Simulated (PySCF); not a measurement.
Consider C$_{5}$H$_{5}$FN$_{2}$Si.

```xyz
14

N     0.5785    1.7377   -2.8714
C     0.1507    1.2121   -1.9455
C    -0.3633    0.5558   -0.8173
C    -1.3666    0.9051    0.0135
Si   -1.3008   -0.6781    1.0453
C     0.1926   -0.7385   -0.2540
F     0.1630   -1.7828   -1.1647
C     1.5483   -0.6243    0.3423
N     1.9843    0.2752    1.1005
H    -1.9382    1.8177   -0.0378
H    -2.3071   -1.6749    0.7166
H    -0.8945   -0.5945    2.4414
H     2.2156   -1.4518    0.1183
H     1.3369    1.0409    1.2908
```

Geometry: GFN2-xTB.

These are results of PySCF 2.14.0, PBE0/pcSseg-1, SCF density, gas phase, non-relativistic, not measurements.

Question: What can the converged electron density and electron localisation function tell about the bonding?

Answer: C–N (1.15 Å): the density is about 3.6 e/Å³ at the midpoint; the ELF peaks at about 0.85 between the atoms (a multiple bond).
C–C (1.35 Å): the density is about 2.2 e/Å³ at the midpoint; the ELF peaks at about 0.90 between the atoms (localised, covalent bonding).
C–Si (1.89 Å): ρ is about 0.89 e/Å³ halfway; the ELF peaks at about 0.95 between the atoms: a shared electron pair.

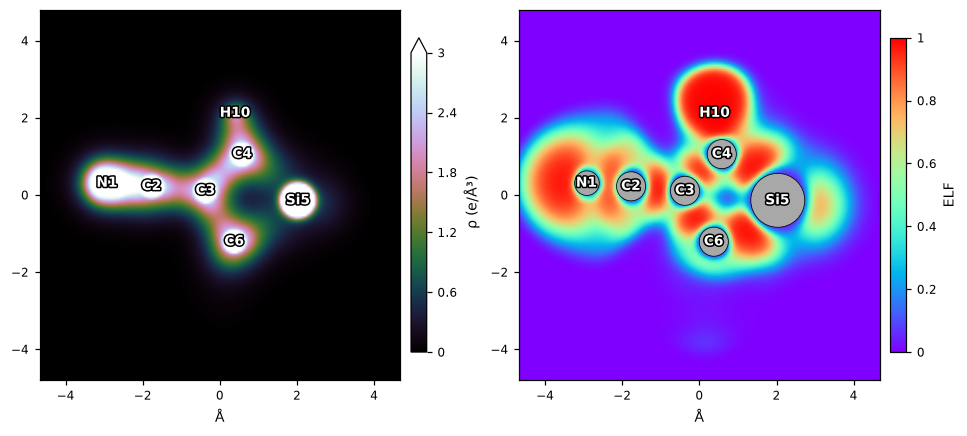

Computed electron density and electron localisation function on the plane of atoms C2, C3 and C6, in this order. Grey discs cover the atomic cores in the ELF map. 
